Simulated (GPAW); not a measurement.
Property calculation, with input and output: CH2BClF2 (part 2 of 2)

Continued. System: CH2BClF2, SMILES FBC(F)Cl. Method: PBE/dzp, scalar-relativistic datasets (GPAW 26.7.0). The geometry comes from this level: GFN2-xTB.

Geometry of the input (Å):
```
F  -1.7368  0.7660  -0.1004
B  -0.5412  0.5827  0.4184
C  0.2976  -0.6383  -0.1278
F  1.3182  -1.1449  0.5980
Cl 0.9621  0.5645  -1.3212
H  -0.1458  1.3230  1.2303
H  -0.1541  -1.4529  -0.6974
```

Log, continued
```
Atoms  # Å, Bohr magnetons
|   | symbol |        x |        y |        z |    initial magnetic moments |
|---|--------|----------|----------|----------|-----------------------------|
| 0 |      F | 4.500000 | 6.718960 | 5.720830 | ( 0.0000,  0.0000,  0.0000) |
| 1 |      B | 5.695560 | 6.535610 | 6.239640 | ( 0.0000,  0.0000,  0.0000) |
| 2 |      C | 6.534370 | 5.314600 | 5.693390 | ( 0.0000,  0.0000,  0.0000) |
| 3 |      F | 7.555000 | 4.808050 | 6.419210 | ( 0.0000,  0.0000,  0.0000) |
| 4 |     Cl | 7.198900 | 6.517440 | 4.500000 | ( 0.0000,  0.0000,  0.0000) |
| 5 |      H | 6.090960 | 7.275910 | 7.051510 | ( 0.0000,  0.0000,  0.0000) |
| 6 |      H | 6.082670 | 4.500000 | 5.123750 | ( 0.0000,  0.0000,  0.0000) |

Unit cell  # Å
| periodic |         x |         y |         z |   lengths |    angles |
|----------|-----------|-----------|-----------|-----------|-----------|
|       no | 12.055000 |  0.000000 |  0.000000 | 12.055000 | 90.000000 |
|       no |  0.000000 | 11.775910 |  0.000000 | 11.775910 | 90.000000 |
|       no |  0.000000 |  0.000000 | 11.551510 | 11.551510 | 90.000000 |

Number of symmetries: 1
Symmetry operations  # r_c * U_cc + t_c -> r_c
|   | kind |            matrix            |
|---|------|------------------------------|
| 0 |  E   |  1, 0, 0,  0, 1, 0,  0, 0, 1 |

BZ-sampling:
  Number of BZ points: 1
  Number of IBZ points: 1

  Monkhorst-Pack size: [1, 1, 1]
  Monkhorst-Pack shift: [0, 0, 0]

K-points  # in reciprocal-cell coordinates
|   |                                coordinates |     weight |
|---|--------------------------------------------|------------|
| 0 | (  0.00000000,   0.00000000,   0.00000000) | 1.00000000 |

basis functions: 75
Spin-components: 1 (collinear spins)
Bands:           22
Projectors:      31
Spin-degeneracy: 2
Datatype:        <class 'float'>

  Storage: CPU
  Wave functions: 13_200 bytes (13_200 per core)

Parallelization:
  kpt:    1
  domain: 1
  band:   1

Density:
  Valence electrons: 30.0
  Components: 1
  Grid points: [60 60 56]
  Charge: 0.0  # |e|

Potential:
  Grid points: [60 60 56]

species:
  F:
    name:    Fluorine
    Z:       9.0
    valence: 7
    core:    2
    charge:  0.0  # [|e|]
    file:    F.PBE.gz
    compensation charges:
      type: gauss
      rc: 0.20  # [Å]
      lmax: 2
    cutoffs:
      filter: 1.14  # [Å]
      core: 0.74  # [Å]
    projectors
    | kind |    occ | energy [eV] | rcut [Å] |
    |------|--------|-------------|----------|
    |   2s |  2.000 |     -29.898 |    0.635 |
    |   2p |  5.000 |     -11.110 |    0.635 |
    |    s |        |      -2.687 |    0.635 |
    |    p |        |      16.102 |    0.635 |
    |    d |        |       0.000 |    0.635 |

    LCAO basis set for F:
      Name: dzp
      File: F.dzp.basis.gz
      Number of radial functions: 5
      Number of spherical harmonics: 13
        l=0, rc=3.8594 Bohr: 2s-sz confined orbital
        l=1, rc=4.8750 Bohr: 2p-sz confined orbital
        l=0, rc=2.0156 Bohr: 2s-dz split-valence wave
        l=1, rc=2.6094 Bohr: 2p-dz split-valence wave
        l=2, rc=4.8750 Bohr: d-type Gaussian polarization
      Number of RI-basis functions 0

  B:
    name:    Boron
    Z:       5.0
    valence: 3
    core:    2
    charge:  0.0  # [|e|]
    file:    B.PBE.gz
    compensation charges:
      type: gauss
      rc: 0.20  # [Å]
      lmax: 2
    cutoffs:
      filter: 1.14  # [Å]
      core: 1.38  # [Å]
    projectors
    | kind |    occ | energy [eV] | rcut [Å] |
    |------|--------|-------------|----------|
    |   2s |  2.000 |      -9.443 |    0.635 |
    |   2p |  1.000 |      -3.606 |    0.635 |
    |    s |        |      17.768 |    0.635 |
    |    p |        |      23.605 |    0.635 |
    |    d |        |       0.000 |    0.635 |

    LCAO basis set for B:
      Name: dzp
      File: B.dzp.basis.gz
      Number of radial functions: 5
      Number of spherical harmonics: 13
        l=0, rc=6.6719 Bohr: 2s-sz confined orbital
        l=1, rc=8.2188 Bohr: 2p-sz confined orbital
        l=0, rc=3.7500 Bohr: 2s-dz split-valence wave
        l=1, rc=4.6094 Bohr: 2p-dz split-valence wave
        l=2, rc=8.2188 Bohr: d-type Gaussian polarization
      Number of RI-basis functions 0

  C:
    name:    Carbon
    Z:       6.0
    valence: 4
    core:    2
    charge:  0.0  # [|e|]
    file:    C.PBE.gz
    compensation charges:
      type: gauss
      rc: 0.20  # [Å]
      lmax: 2
    cutoffs:
      filter: 1.14  # [Å]
      core: 1.14  # [Å]
    projectors
    | kind |    occ | energy [eV] | rcut [Å] |
    |------|--------|-------------|----------|
    |   2s |  2.000 |     -13.751 |    0.635 |
    |   2p |  2.000 |      -5.284 |    0.635 |
    |    s |        |      13.461 |    0.635 |
    |    p |        |      21.927 |    0.635 |
    |    d |        |       0.000 |    0.635 |

    LCAO basis set for C:
      Name: dzp
      File: C.dzp.basis.gz
      Number of radial functions: 5
      Number of spherical harmonics: 13
        l=0, rc=5.5469 Bohr: 2s-sz confined orbital
        l=1, rc=6.6719 Bohr: 2p-sz confined orbital
        l=0, rc=3.0312 Bohr: 2s-dz split-valence wave
        l=1, rc=3.7500 Bohr: 2p-dz split-valence wave
        l=2, rc=6.6719 Bohr: d-type Gaussian polarization
      Number of RI-basis functions 0

  Cl:
    name:    Chlorine
    Z:       17.0
    valence: 7
    core:    10
    charge:  0.0  # [|e|]
    file:    Cl.PBE.gz
    compensation charges:
      type: gauss
      rc: 0.25  # [Å]
      lmax: 2
    cutoffs:
      filter: 1.40  # [Å]
      core: 1.49  # [Å]
    projectors
    | kind |    occ | energy [eV] | rcut [Å] |
    |------|--------|-------------|----------|
    |   3s |  2.000 |     -20.689 |    0.794 |
    |   3p |  5.000 |      -8.594 |    0.794 |
    |    s |        |       6.523 |    0.794 |
    |    p |        |      18.617 |    0.794 |
    |    d |        |       0.000 |    0.794 |

    LCAO basis set for Cl:
      Name: dzp
      File: Cl.dzp.basis.gz
      Number of radial functions: 5
      Number of spherical harmonics: 13
        l=0, rc=5.1719 Bohr: 3s-sz confined orbital
        l=1, rc=6.2656 Bohr: 3p-sz confined orbital
        l=0, rc=2.8281 Bohr: 3s-dz split-valence wave
        l=1, rc=3.5156 Bohr: 3p-dz split-valence wave
        l=2, rc=6.2656 Bohr: d-type Gaussian polarization
      Number of RI-basis functions 0

  H:
    name:    Hydrogen
    Z:       1.0
    valence: 1
    core:    0
    charge:  0.0  # [|e|]
    file:    H.PBE.gz
    compensation charges:
      type: gauss
      rc: 0.15  # [Å]
      lmax: 2
    cutoffs:
      filter: 0.85  # [Å]
      core: 0.53  # [Å]
    projectors
    | kind |    occ | energy [eV] | rcut [Å] |
    |------|--------|-------------|----------|
    |   1s |  1.000 |      -6.494 |    0.476 |
    |    s |        |      20.717 |    0.476 |
    |    p |        |       0.000 |    0.476 |

    LCAO basis set for H:
      Name: dzp
      File: H.dzp.basis.gz
      Number of radial functions: 3
      Number of spherical harmonics: 5
        l=0, rc=6.4219 Bohr: 1s-sz confined orbital
        l=0, rc=3.6094 Bohr: 1s-dz split-valence wave
        l=1, rc=6.4219 Bohr: p-type Gaussian polarization
      Number of RI-basis functions 0

Reference energy: -19705.208973  # eV

eigensolver:
  <gpaw.new.lcao.eigensolver.LCAOEigensolver object at 0xe420ce8ff560>
density mixing:
  MSR1-Mixer
  Pratt-step length: 0.05
  Maximum mixing coefficient: 0.75
  Old densities: 10
  SVD Regularization: 0.005
  Good broyden scale: 1.0
  Trust region scale: 1.0
  Backstep threshold: 4.0
  History deletion threshold: 6.0
  Fourier metric: weight=20.0, sigma=0.015

occupation numbers:
  # Zero width

FastPoissonSolver using
    Stencil: 6*3+1=19 point O(h^6) finite-difference Laplacian
    FFT axes: []
    FST axes: [np.int64(2), np.int64(0), np.int64(1)]

xc functional:
  name: PBE with 2 nearest neighbor stencil
interpolation: tri-quintic # 5. degree polynomial

Initialization done in: 3.318 s

convergence criteria:
- Maximum [total energy] change in last 3 cyles: 0.0005 eV / valence electron
- Maximum integral of absolute [dens]ity change: 0.0001 electrons / valence electron
- Maximum integral of absolute [eigenst]ate change: 4e-08 eV^2 / valence electron
maximum number of iterations: 100

SCF iterations
|iter     |     time |      energy | eigst |  dens |
|---------|----------|-------------|-------|-------|
|iter:   1| 00:00:04 |  -32.538602 |      c|       |
|iter:   2| 00:00:04 |  -32.348331 |      c| -0.99 |
|iter:   3| 00:00:05 |  -31.428809 |      c| -1.02 |
|iter:   4| 00:00:05 |  -31.397989 |      c| -1.65 |
|iter:   5| 00:00:05 |  -31.396199 |      c| -2.43 |
|iter:   6| 00:00:06 |  -31.396148c|      c| -2.70 |
|iter:   7| 00:00:06 |  -31.396149c|      c| -3.52 |
|iter:   8| 00:00:07 |  -31.396148c|      c| -4.00c|

Converged in 8 steps
SCF loop duration: 2.910 s (0.364 s/step)
Energy contributions relative to reference atoms: (reference = -19705.208973)

Energy contributions:
  Kinetic:          43.130230
  Coulomb:         -41.525477
  Zero:              1.103075
  External:          0.000000
  Xc:              -34.103977
  Entropy:           0.000000
  Spinorbit:         0.000000
  ----------------------------
  Free energy:     -31.396148
  Extrapolated:    -31.396148

dipole moment: (-0.012748, -0.155889, -0.077092)  # |e|*Ang

Fermi level: -4.234
Eigenvalues  # (at kpt = [0.000, 0.000, 0.000])
| band index |      eig [eV] | occ [0-2] |
|------------|---------------|-----------|
|          0 |       -30.880 |     2.000 |
|        ... |               |           |
|          7 |       -11.818 |     2.000 |
|          8 |       -11.085 |     2.000 |
|          9 |       -10.935 |     2.000 |
|         10 |        -9.468 |     2.000 |
|         11 |        -8.966 |     2.000 |
|         12 |        -8.112 |     2.000 |
|         13 |        -7.895 |     2.000 |
|         14 |        -7.073 |     2.000 |
|         15 |        -1.395 |     0.000 |
|         16 |        -0.251 |     0.000 |
|         17 |         1.314 |     0.000 |
|         18 |         2.533 |     0.000 |
|         19 |         3.849 |     0.000 |
|         20 |         4.415 |     0.000 |
|         21 |         5.975 |     0.000 |

Gap: 5.678 eV
Transition (v -> c):
  (s=0, k=0, n=14, [0.00, 0.00, 0.00]) -> (s=0, k=0, n=15, [0.00, 0.00, 0.00])
No difference between direct/indirect transitions
vacuum-level: 0.000  # V
Energy                  -31.39615 eV

Forces  # eV/Ang
|        x |        y |        z |
|----------|----------|----------|
| -1.42663 |  0.15176 | -0.49838 |  # F    0
|  0.47009 | -0.91274 | -0.34796 |  # B    1
| -0.16622 |  0.29386 |  0.19374 |  # C    2
|  0.74103 | -0.34704 |  0.86999 |  # F    3
|  0.31003 |  0.42915 | -0.66742 |  # Cl   4
|  0.62488 |  0.78207 |  1.02995 |  # H    5
| -0.50018 | -0.40513 | -0.51732 |  # H    6

Force computation time: 0.150  # s
Forces (eV/Ang)
F    -1.4266    0.1518   -0.4984
B     0.4701   -0.9127   -0.3480
C    -0.1662    0.2939    0.1937
F     0.7410   -0.3470    0.8700
Cl    0.3100    0.4292   -0.6674
H     0.6249    0.7821    1.0300
H    -0.5002   -0.4051   -0.5173
Dipole = 0.838 D
HOMO = -7.073 eV
LUMO = -1.395 eV
Gap: 5.678 eV
```

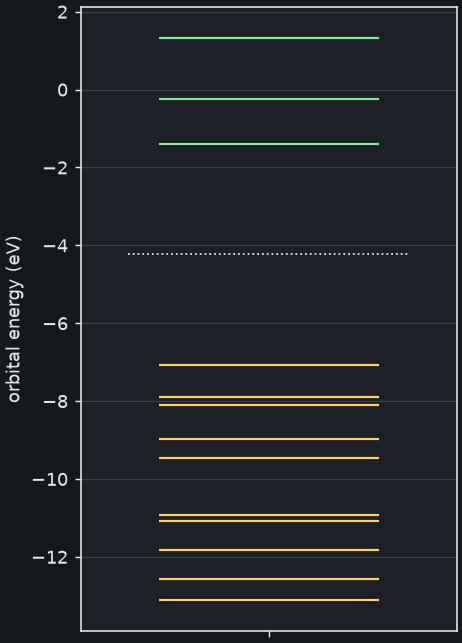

*Orbital energies near the frontier; the dotted line parts filled from empty levels, and levels within 0.02 eV of each other stand side by side.*

Highest filled −7.07 eV, lowest empty −1.39 eV, 5.68 eV apart.

Results in brief

- outcome: converged
- energy relative to the program's reference atoms: −31.3961 eV
- basis functions: 75
- largest force: 1.519 eV/Å
- HOMO: −7.07 eV
- LUMO: −1.39 eV
- dipole moment: 0.84 D
- hardware: 1 thread of Arm Neoverse V2, 112 GiB of memory available, shared host
- wall time: 6.9 s
- peak memory: 0.53 GiB
